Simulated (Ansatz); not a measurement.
**Ta: 7 layers**

Base system: Ta in the bcc (W type) structure (space group Im-3m, No. 229; a = 3.3048 Å). Axes: x, y, z lie along the cube axes.

Perturbation: a free-standing slab of 7 layers (7 atoms, 1 a layer) is cut normal to [110], with 15 Å of vacuum and the in-plane cell held at bulk.

Level of theory: plane-wave PAW DFT at the r2SCAN level (Ansatz, a first-principles code, 500 eV), no spin-orbit coupling. k-mesh 17×17×1 (Γ-centred); smearing 0.05 eV (Fermi–Dirac), for the changed cell.

```json
[
 {"quantity": "band gap", "base": "zero", "changed": "zero", "shift": "–"},
 {"quantity": "excess energy per area of both faces (slab less bulk energy over the cell's area: twice a surface energy) (uncertain by up to 0.1 J/m²)", "base": "–", "changed": "5.2 J/m²", "shift": "–"},
 {"quantity": "thickness between the outermost nuclei", "base": "–", "changed": "13.81 Å", "shift": "–"},
 {"quantity": "change of the spacing d12 from its bulk value of 2.337 Å", "base": "–", "changed": "-4.5 %", "shift": "–"},
 {"quantity": "change of the spacing d23 from its bulk value of 2.337 Å", "base": "–", "changed": "0.0 %", "shift": "–"}
]
```

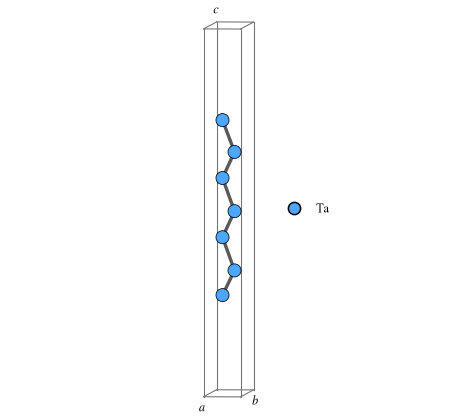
Fig. 1. The relaxed cell after the change

Cost of the whole job for the changed cell (relaxation, final SCF and bands): around 6 core-minutes (rough).

The excess energy carries the mismatch between the slab's and the bulk's meshes. Whether these cells are dynamically stable was not tested. All final runs are without spin polarisation.
